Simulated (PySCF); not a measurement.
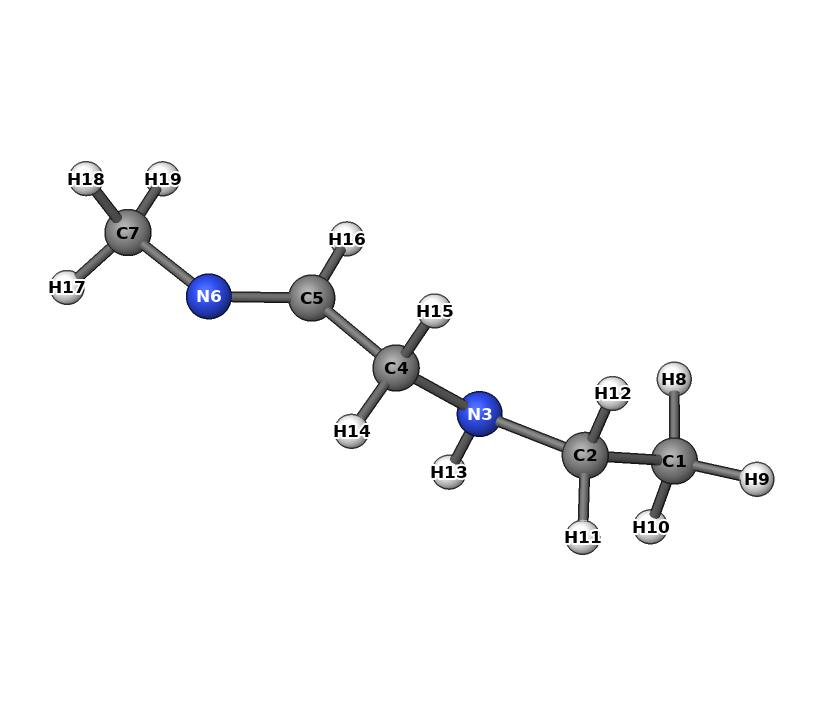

The questions are on isotropic NMR shieldings of the N atoms. Geometry: a frame of a GFN2-xTB molecular-dynamics simulation, not a minimum. Properties computed with GIAO PBE0/pcSseg-1 NMR shielding, non-relativistic, gas phase (PySCF 2.14.0).

List the isotropic NMR shieldings of the N atoms.

```json
{"atom": "N3", "σ (ppm)": "206.6"}
{"atom": "N6", "σ (ppm)": "−115.4"}
```
